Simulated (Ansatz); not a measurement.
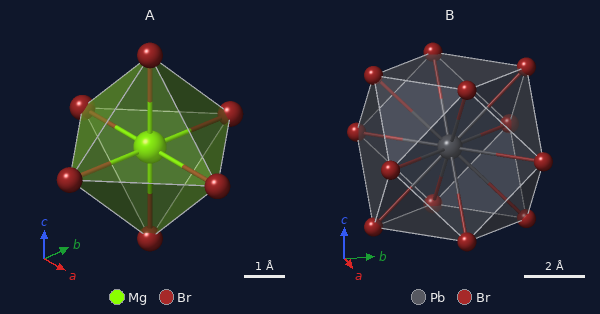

Coordination polyhedra in MgPbBr3 (Pm-3m). The shape measure S (0 to 100) is the computed least-squares distance from an ideal polyhedron; S = 0 means ideal. Source: the geometry relaxed with Ansatz, DFT PBE, scalar-relativistic, plane waves, PAW; the starting structure was generated, so it need not be a known form of this composition.

> Which coordination does each panel show?

A. MgBr6: an essentially ideal octahedron (coordination number 6, S = 0.00; next best trigonal prism, S = 16.7); mean bond 2.64 Å.
B. PbBr12: an essentially ideal cuboctahedron (coordination number 12, S = 0.00; next best icosahedron, S = 5.3); mean bond 3.73 Å.
